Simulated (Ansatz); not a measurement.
```yaml
atoms:
  - { symbol: B, position_ang: [-1.8242, 2.3573, -0.1450] }
  - { symbol: Al, position_ang: [0.0808, 1.5829, -0.5892] }
  - { symbol: Al, position_ang: [0.5250, -0.9793, -0.6808] }
  - { symbol: C, position_ang: [1.0485, -2.0595, 0.8702] }
  - { symbol: H, position_ang: [-2.6589, 2.5556, -0.9860] }
  - { symbol: H, position_ang: [-2.1918, 2.5685, 0.9794] }
  - { symbol: H, position_ang: [1.2869, 2.5978, -0.8754] }
  - { symbol: H, position_ang: [0.3477, -1.7664, -2.0635] }
  - { symbol: H, position_ang: [1.2048, -1.4876, 1.7869] }
  - { symbol: H, position_ang: [1.9688, -2.6130, 0.6528] }
  - { symbol: H, position_ang: [0.2778, -2.8131, 1.0712] }
```

Geometry: PBE0-D4/def2-TZVP.

Level of theory: RKS PBE0-D4/def2-TZVPP in Ansatz 0.2.0.

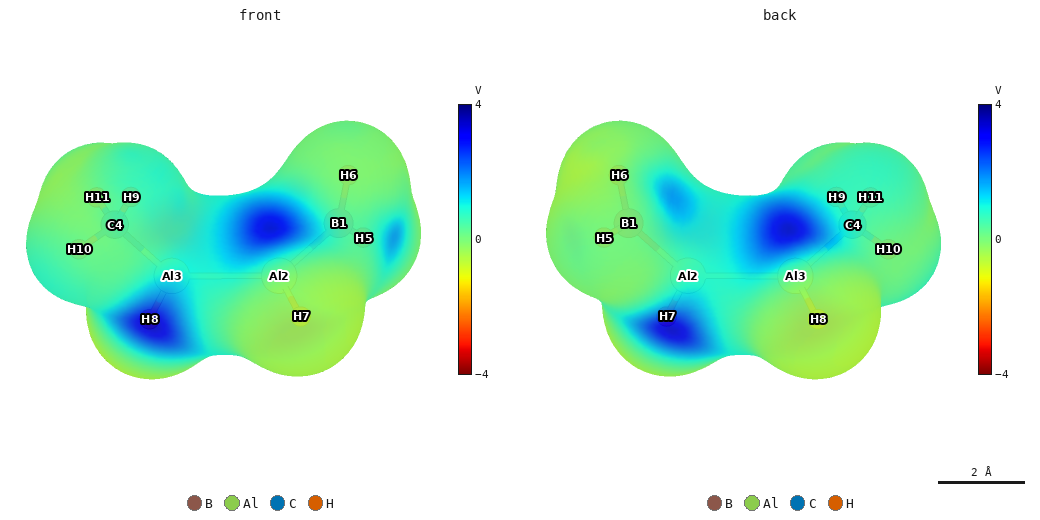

CH7Al2B (SMILES [BH2][AlH][AlH][CH3]). The molecular electrostatic potential painted on the density surface at 0.002 e/bohr³, seen from the front and from behind; red is negative and blue positive.

> Describe the electrostatic potential map.

The most negative region (about −0.6 V) lies over H8, the most positive (about +3.2 V) over Al2 and Al3.
